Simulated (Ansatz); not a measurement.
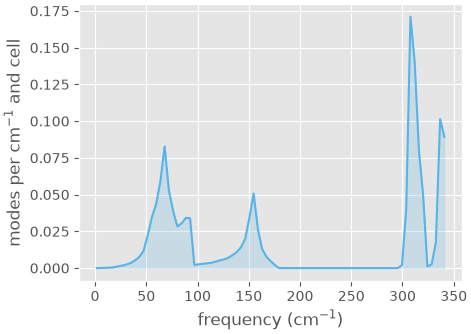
Phonon density of states of InP in the zinc blende structure; finite displacements on a 6×6×6 mesh, LDA density-functional theory in Ansatz (plane waves, PAW), k mesh 6×6×6

Dynamical quadrupoles are not included in the interpolation of the phonons between the solved wave vectors.

Task: Where is the tallest peak, and is there a gap in the spectrum?

Result: The tallest peak lies near 310 cm⁻¹. There is at least one gap; the lowest begins near 180 cm⁻¹.

The PAW data sets were generated under PBE and serve the other functionals too.

Ansatz is a quantum-chemistry and plane-wave program.
